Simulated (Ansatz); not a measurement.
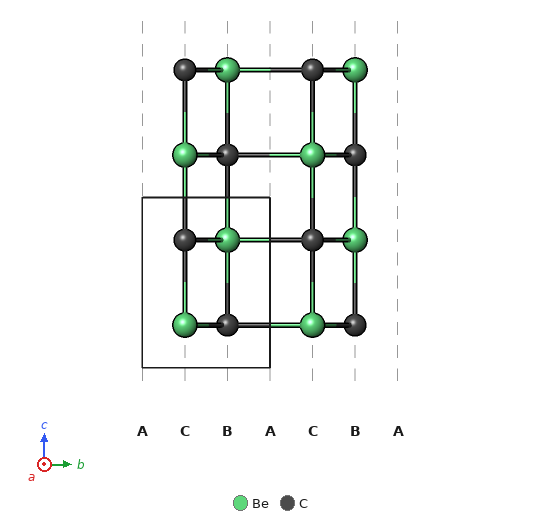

The picture looks along a close-packed row of the hexagonal mesh; c points upwards. The dashed lines mark the three columns A (0, 0), B (1/3, 2/3) and C (2/3, 1/3). The sequence starts with the first layer at or above the cell's origin.

BeC: the end point of a relaxation with Ansatz, DFT PBE, scalar-relativistic, plane waves, PAW; the starting structure was generated, so it need not be a known form of this composition.

Give the sequence of layers in one repeat, with element and column.

C(B)+Be(C) – Be(B)+C(C) (two layers in 3.69 Å).
